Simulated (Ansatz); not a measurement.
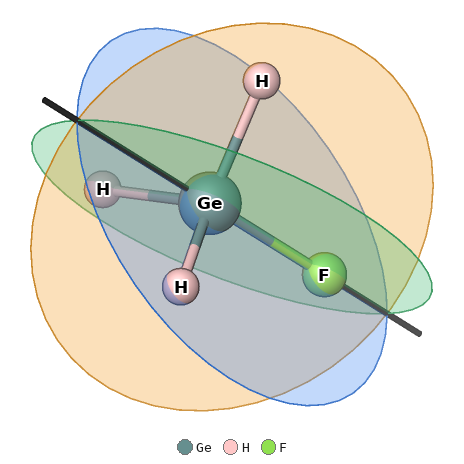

All proper rotation axes (lines) and mirror planes (discs) of the structure are drawn in. Atoms fade into the background with distance from the viewer. The geometry was computed by an optimisation with PBE0-D4/def2-TZVP.

### What is the order of each axis, and which point group results?

It has 1 C3 axis and 3 mirror planes. Point group C3v. The group has 6 operations. The geometry is achiral, and symmetry allows a dipole moment.
